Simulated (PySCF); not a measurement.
SMILES [SiH2](CC(C)(C)C)C(=O)O at its GFN2-xTB optimised geometry (Å):

```
23

C      2.3913    -1.0110     3.0596
C      1.8188     0.4004     2.9325
C      0.3112     0.3631     3.1818
C      2.4750     1.3029     3.9844
C      2.1218     0.9811     1.5413
Si     1.4700     0.0706     0.0000
C     -0.4491     0.0706     0.0000
O     -1.1765    -0.8910    -0.0223
O     -0.9343     1.3203     0.0000
H      3.4538    -1.0165     2.8260
H      1.8848    -1.6928     2.3810
H      2.2618    -1.3818     4.0742
H     -0.1755    -0.3357     2.5053
H      0.1034     0.0446     4.2014
H     -0.1270     1.3485     3.0357
H      2.2818     0.9255     4.9863
H      3.5524     1.3431     3.8376
H      2.0829     2.3159     3.9209
H      3.2062     1.0616     1.4346
H      1.7389     2.0051     1.5087
H      1.8552     0.8429    -1.1873
H      1.9074    -1.3203    -0.1202
H     -1.9074     1.3177    -0.0177
```

Calculation: PBE/def2-SVP (PySCF 2.14.0). Cells within 0.4 Å of a nucleus heavier than hydrogen are left out (blank, or x).

Map of the electron localisation function on the plane z = 1.2 Å:

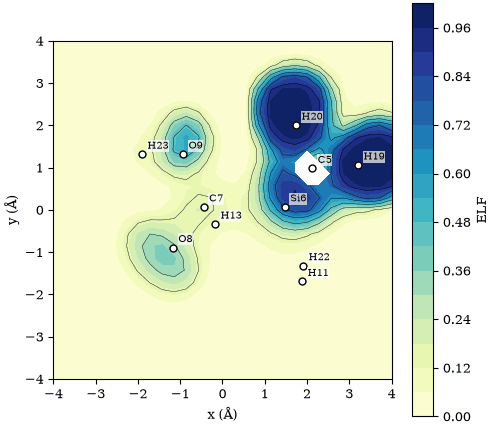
Electron localisation function on the plane z = 1.2 Å.
